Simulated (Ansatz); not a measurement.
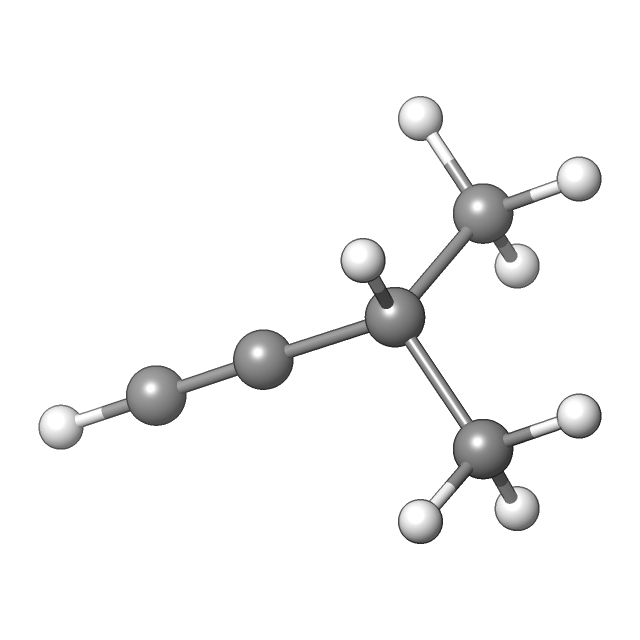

Colours: carbon grey, hydrogen white.

The geometry was computed by an optimisation with PBE0-D4/def2-TZVP.

What is the molecular formula?

C5H8, 13 atoms: 5 carbon and 8 hydrogen.

How many bonds of each kind are drawn?

8 C–H, 4 C–C.

The parts below concern this one geometry. Atoms keep their numbers from picture to picture.

## Shape

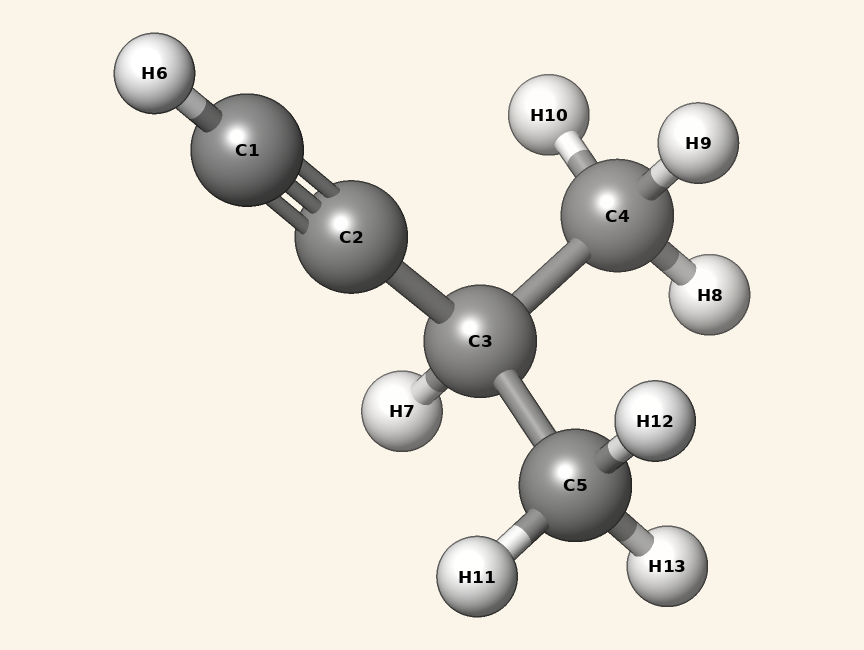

The atoms are numbered.

What are the angles C2–C1–H6, C1–C2–C3, C2–C3–C4, C2–C3–H7, C4–C3–C5, C4–C3–H7, C3–C4–H10, C3–C4–H9, C3–C4–H8?

```tsv
angle	degrees
C2–C1–H6	179.7
C1–C2–C3	179.0
C2–C3–C4	110.9
C2–C3–H7	107.2
C4–C3–C5	111.5
C4–C3–H7	108.1
C3–C4–H10	111.2
C3–C4–H9	110.4
C3–C4–H8	110.1
```

## Levels of theory compared

Program: Ansatz 0.2.0.

Compare dipole (D), HOMO energy (eV) at these levels: B3LYP-D4/def2-TZVPP; PBE-D4/def2-TZVPP; r2SCAN-D4/def2-TZVPP; ωB97M-V/def2-TZVPP.

```
               level  dipole (D)  HOMO energy (eV)
 B3LYP-D4/def2-TZVPP        0.78             −7.43
   PBE-D4/def2-TZVPP        0.80             −6.44
r2SCAN-D4/def2-TZVPP        0.82             −6.65
  ωB97M-V/def2-TZVPP        0.75             −9.94
```

## Vibrations

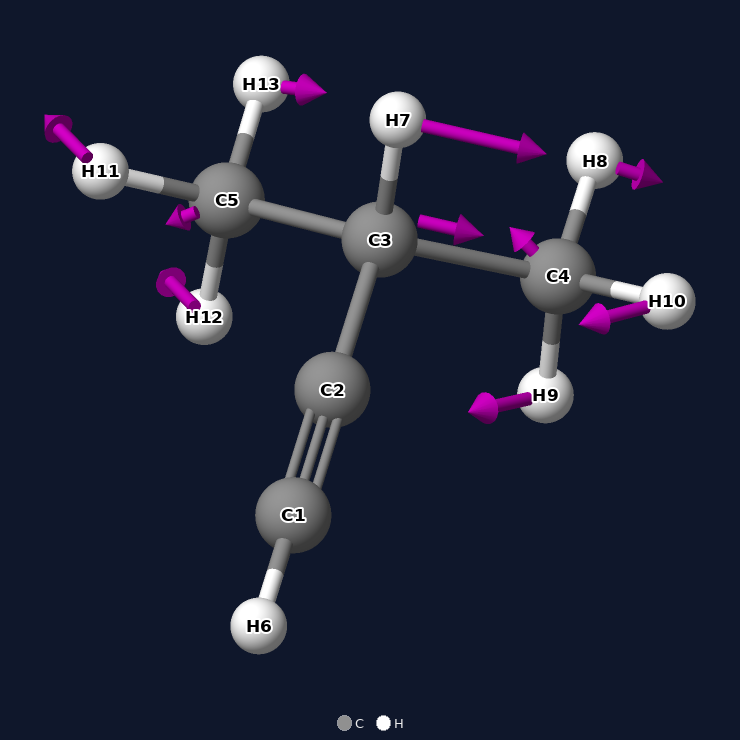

The arrows show one normal mode. Harmonic vibrations computed with RKS PBE0-D4/def2-TZVP (Ansatz 0.2.0) at a stationary point of the same level.

At what wavenumber does it lie?

1140 cm⁻¹; it is mode 15 of 33 counted from the lowest.

## Charges

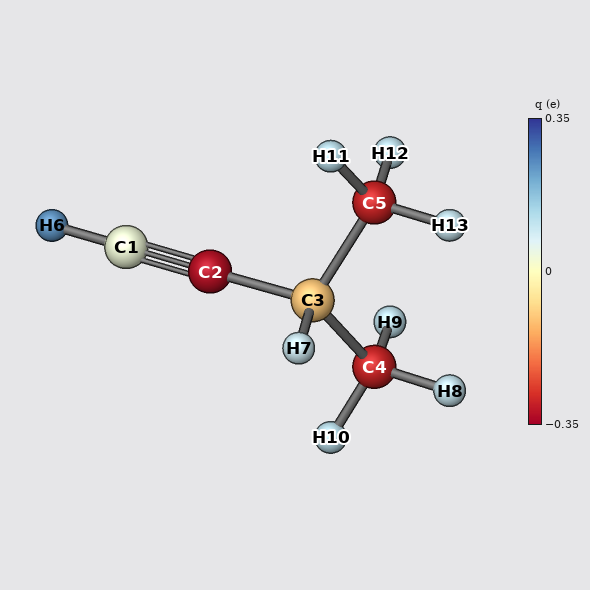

Atoms are coloured by their Mulliken charges. Method: RKS ωB97M-V/def2-TZVPP (Ansatz 0.2.0).

Which atom carries the highest charge (most positive or least negative)?

H6 (0.24 e).

And the lowest?

C2 (−0.32 e).

List the Mulliken charges.

```json
{"atom": "C1", "value (e)": "0.03"}
{"atom": "C2", "value (e)": "−0.32"}
{"atom": "C3", "value (e)": "−0.10"}
{"atom": "C4", "value (e)": "−0.29"}
{"atom": "C5", "value (e)": "−0.29"}
{"atom": "H6", "value (e)": "0.24"}
{"atom": "H7", "value (e)": "0.09"}
{"atom": "H8", "value (e)": "0.10"}
{"atom": "H9", "value (e)": "0.11"}
{"atom": "H10", "value (e)": "0.11"}
{"atom": "H11", "value (e)": "0.11"}
{"atom": "H12", "value (e)": "0.11"}
{"atom": "H13", "value (e)": "0.10"}
```

Mulliken values depend strongly on the basis set and can even reverse the polarity of a bond.
